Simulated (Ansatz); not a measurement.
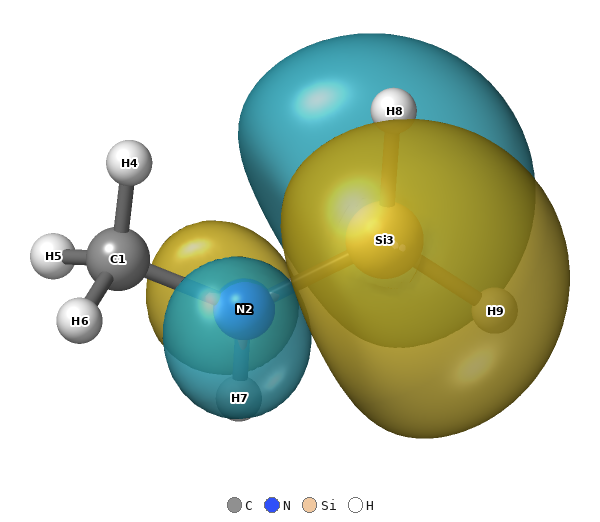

Figure. CH$_{6}$NSi (charge +1). The LUMO at ±0.08 Å⁻³ᐟ² (yellow and cyan are the two phases), seen at a tilt.

Computed with Ansatz 0.2.0, RHF/6-31G*.

The calculation's input:

```
crystal:
  periodic: [false, false, false]
  atoms:
    - { symbol: C, position_ang: [-0.32923, 0.37552, -1.14989] }
    - { symbol: "N", position_ang: [0.30472, 0.38819, 0.17644] }
    - { symbol: Si, position_ang: [0.22748, -0.75671, 1.39145] }
    - { symbol: H, position_ang: [-0.01009, -0.49283, -1.72334] }
    - { symbol: H, position_ang: [-1.41406, 0.3527, -1.0604] }
    - { symbol: H, position_ang: [-0.04829, 1.27085, -1.69629] }
    - { symbol: H, position_ang: [0.84991, 1.23618, 0.32044] }
    - { symbol: H, position_ang: [-0.55739, -1.95299, 1.15901] }
    - { symbol: H, position_ang: [0.97693, -0.42091, 2.58258] }
total_charge: 1
basis:
  gaussian: { orbitals: "6-31G*" }
hamiltonian:
  xc: hf
relax:
  f_tol: 0.015
  max_steps: 40
output:
  orbitals: {}
```

Run with:

```sh
ansatz run input.yaml --threads 1 --pin off --max-ram 2048MiB --backend cpu --events-out ev --progress --plain --runs-dir out
```

The fields are those of the relaxed geometry.

**Describe this orbital and give its energy.**

It lies mainly on Si3 (about 75 %) and N2 (about 15 %). Its energy is −4.30 eV.
